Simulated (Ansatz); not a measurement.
# Hypothetical diamond Ca: pressure series

The reference is Ca in the diamond structure (space group Fd-3m, No. 227; a = 8.433 Å; a hypothetical phase, not in the database extracts checked).

Cell and atoms are relaxed at each pressure.

Level of theory: PBEsol (Ansatz, a first-principles code; PAW; 420 eV plane waves; without spin-orbit coupling).

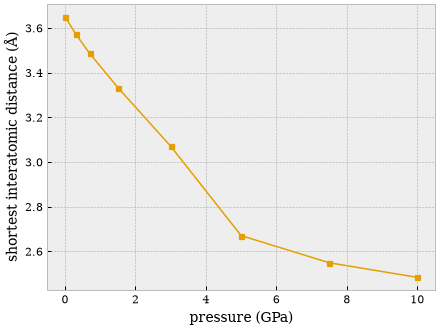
Figure: Shortest interatomic distance against pressure

From the plot, what is the shortest interatomic distance for pressure 7.5 GPa?

About 2.55 Å.

Is the trend monotonic over the range shown?

Yes, it falls throughout, spanning 2.484 Å to 3.651 Å.

Load acts through the strain it causes; cell and atoms are relaxed under it. No phonon test of stability was made. Competing high-pressure phases were not computed.
